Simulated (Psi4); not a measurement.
# C2H3Br (vinyl bromide) at M06-2X/6-31G(d) (density fitting with def2-universal-jkfit, Cartesian functions)

Wanted: a short trajectory of C2H3Br (vinyl bromide). Input form: an ASE script.

Program for the calculation: Psi4 1.11.

## (1) The structure to begin with

C2H3Br: 6 atoms, total charge 0, spin state singlet. SMILES: `C=CBr`. The shape is that of a PBE0-D4/def2-TZVP optimisation. The run starts from this shape.

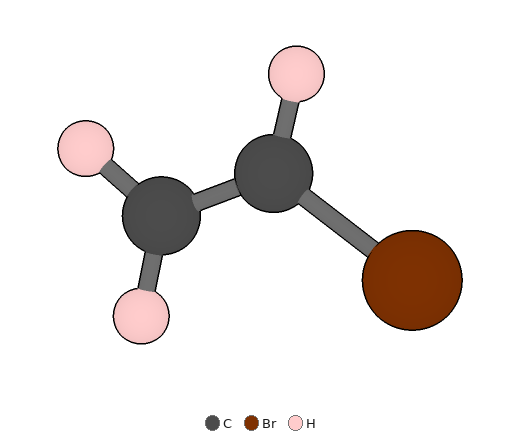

Viewed from a chosen angle; carbon dark grey, bromine brown, hydrogen pink.

## (2) Molecular dynamics at M06-2X/6-31G(d) (density fitting with def2-universal-jkfit, Cartesian functions)

Contents of run.py:

```python
import numpy as np
from ase.calculators.psi4 import Psi4
from ase import Atoms
from ase import units
from ase.md.velocitydistribution import MaxwellBoltzmannDistribution, Stationary
from ase.md.verlet import VelocityVerlet

a = Atoms(['C', 'C', 'Br', 'H', 'H', 'H'], positions=[
    [-0.550460, 0.207600, -0.473000],
    [0.418150, 0.025740, 0.403150],
    [1.201850, -1.649360, 0.746820],
    [-0.963860, -0.603240, -1.059290],
    [-0.955390, 1.202650, -0.619610],
    [0.849720, 0.816610, 1.001930],
])
calc = Psi4(atoms=a, method='m06-2x', basis='6-31G*', memory='1600MB', num_threads=1, charge=0, multiplicity=1, label='psi4-calc', reference='rks')
calc.psi4.set_options({'df_basis_scf': 'def2-universal-jkfit'})
a.calc = calc

MaxwellBoltzmannDistribution(a, temperature_K=1000.0, rng=np.random.default_rng(368))
Stationary(a)
dyn = VelocityVerlet(a, 0.5 * units.fs)
def show():
    ep, ek = a.get_potential_energy(), a.get_kinetic_energy()
    print(f'step {dyn.nsteps:3d}  Epot {ep:14.6f}  Ekin {ek:9.6f}  Etot {ep + ek:14.6f} eV  T {a.get_temperature():7.1f} K')
dyn.attach(show)
dyn.run(40)
```

Run with:

```
$ python run.py
```

psi4-calc.dat:

```text
[...]
  Running in c1 symmetry.
[...]
  Nuclear repulsion =  147.633035609204313
[...]
  Multiplicity = 1
[...]
  Nalpha       = 25
  Nbeta        = 25
[...]
    Number of basis functions: 71
[...]
   @DF-RKS iter   1: -2651.49756440570627   -1.56916e+00   2.14013e-02 DIIS/ADIIS
[...]
   @DF-RKS iter  11: -2651.82113918471168   -5.00222e-12   6.13258e-09 DIIS
[...]
    Orbital Energies [Eh]
    ---------------------
    Doubly Occupied:
       1A   -485.368569     2A    -63.357512     3A    -57.186505
       4A    -57.184088     5A    -57.183947     6A    -10.604987
       7A    -10.567163     8A     -9.026372     9A     -6.851757
      10A     -6.841247    11A     -6.840776    12A     -2.862723
      13A     -2.859014    14A     -2.858582    15A     -2.849793
      16A     -2.849790    17A     -0.942719    18A     -0.827329
      19A     -0.662910    20A     -0.554825    21A     -0.504082
      22A     -0.425219    23A     -0.415562    24A     -0.348201
      25A     -0.308479
[...]
  @DF-RKS Final Energy: -2651.82113918471168
   => Energetics <=
    Nuclear Repulsion Energy =            147.6330356092043132
    One-Electron Energy =               -3979.9303798286587153
    Two-Electron Energy =                1229.2084507539518654
    DFT Exchange-Correlation Energy =     -48.7322457192094873
    Empirical Dispersion Energy =           0.0000000000000000
    VV10 Nonlocal Energy =                  0.0000000000000000
    Total Energy =                      -2651.8211391847116829
[...]
 Multipole Moments:
 ------------------------------------------------------------------------------------
     Multipole            Electronic (a.u.)      Nuclear  (a.u.)        Total (a.u.)
 ------------------------------------------------------------------------------------
 L = 1.  Multiply by 2.5417464519 to convert [e a0] to [Debye]
 Dipole X            :          6.1163868           -6.3632802           -0.2468934
 Dipole Y            :         -7.6375514            8.1225353            0.4849839
 Dipole Z            :          3.7733176           -3.9239497           -0.1506321
 Magnitude           :                                                    0.5646731
[...]
  -Total Gradient:
     Atom            X                  Y                   Z
    ------   -----------------  -----------------  -----------------
       1        0.026524458228     0.028297279670     0.007889480256
       2        0.000659279748    -0.036744294705     0.008266495051
       3       -0.006608530436     0.039934054802    -0.005371383594
       4       -0.004916358653    -0.015267047837     0.001528079024
       5       -0.016656227287     0.006597879606    -0.010787307334
       6        0.000041714220    -0.020997330437    -0.002044580674
[...]
```

Run time: 3 min. Hardware: 1 thread of Intel Xeon 6975P-C (Granite Rapids), shared host; peak memory 1.5 GiB.

The path in brief:

| step | potential energy change (eV) | largest force (eV/Å) |
| --- | --- | --- |
| 0 | 0.0000 | 0.3498 |
| 2 | 0.0688 | 1.3833 |
| 4 | 0.1952 | 2.1549 |
| 6 | 0.2956 | 2.5123 |
| 8 | 0.3830 | 2.8160 |
| 10 | 0.5041 | 3.7848 |
| 12 | 0.6503 | 4.3168 |
| 14 | 0.7614 | 4.3390 |
| 16 | 0.7745 | 3.9413 |
| 18 | 0.6936 | 3.2985 |
| 20 | 0.6038 | 2.7495 |
| 22 | 0.5682 | 2.6948 |
| 24 | 0.5408 | 2.7929 |
| 26 | 0.4476 | 3.1295 |
| 28 | 0.3232 | 3.3507 |
| 30 | 0.2612 | 3.2387 |
| 32 | 0.2895 | 2.9087 |
| 34 | 0.3560 | 2.7869 |
| 36 | 0.3824 | 2.6102 |
| 38 | 0.3352 | 2.3877 |
| 40 | 0.2771 | 2.0997 |

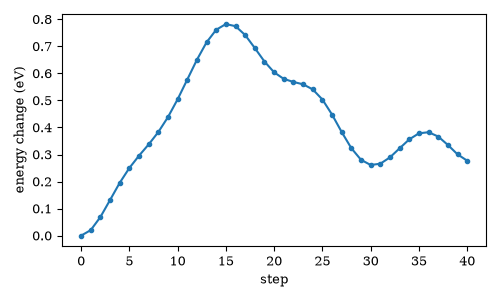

Energy along the run.

## (3) Results

Level: M06-2X/6-31G* (density fitting with def2-universal-jkfit, Cartesian functions).

| quantity | value |
| --- | --- |
| potential energy of the last frame | -2651.82114 Eh |
